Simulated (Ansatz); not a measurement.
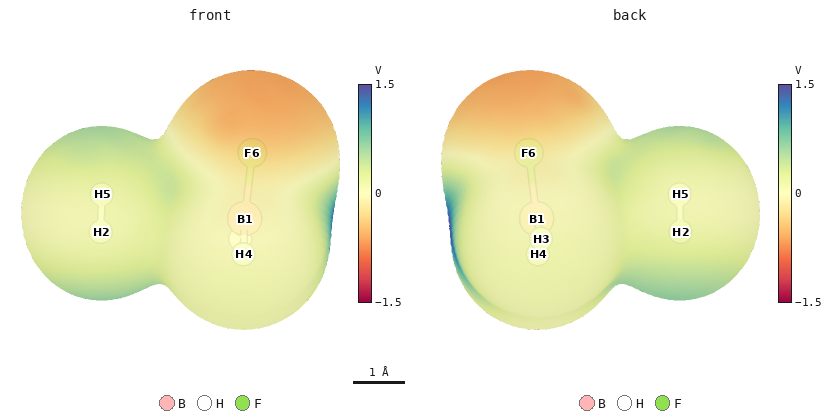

Figure 1: BFH$_{2}$···H$_{2}$. The molecular electrostatic potential painted on the density surface at 0.001 e/bohr³, seen from the front and from behind; red is negative and blue positive.

The product side of a reaction path; geometry: PBE0-D4/def2-TZVP.

All numbers below come from Ansatz, RKS PBE0-D4/def2-TZVPP.

```xyz
6

B    -0.6236   -0.5583   -0.4235
H     1.0201    1.4906    0.6711
H    -0.2647   -0.1325   -1.4835
H    -1.4920   -0.0689    0.2399
H     1.3977    0.9152    0.9619
F    -0.0374   -1.6461    0.0341
```

Q: Where is the surface potential most negative and most positive?

A: The most negative region (about −0.6 V) lies over F6, the most positive (about +1.4 V) over B1.
